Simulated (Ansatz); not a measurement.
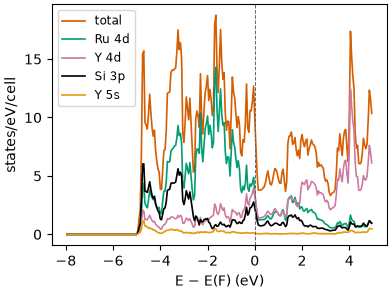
Fig. 1. Total and projected density of states of YSiRu in space group Pnma (No. 62; Y on 4c, Si on 4c, Ru on 4c), r²SCAN in the plane-wave PAW code Ansatz

Task: Which orbitals carry the states next to the Fermi level?

Result: Within 0.5 eV of the Fermi level: Ru 4d 39 %, Y 4d 31 %, Si 3p 20 %. Projections are on Löwdin-orthogonalised atomic valence shells; empty p or d shells of many metals are not among them.

Task: Where is the tallest occupied peak in this window, and what makes it?

Result: Near -1.6 eV, about 19 states/eV per cell; the largest projected share is Ru 4d.

The workflow started from a Materials Project entry (that database holds measured and hypothetical structures alike); the Crystallography Open Database copy checked does not list it. Whether it is the stable phase at ambient conditions was not checked. Symmetry was held in the r²SCAN relaxation; its stability against distortions is not shown here. No spin polarisation was allowed. Spin–orbit coupling is left out wherever it is not named.

Potentials: the later of the program's two PAW sets.
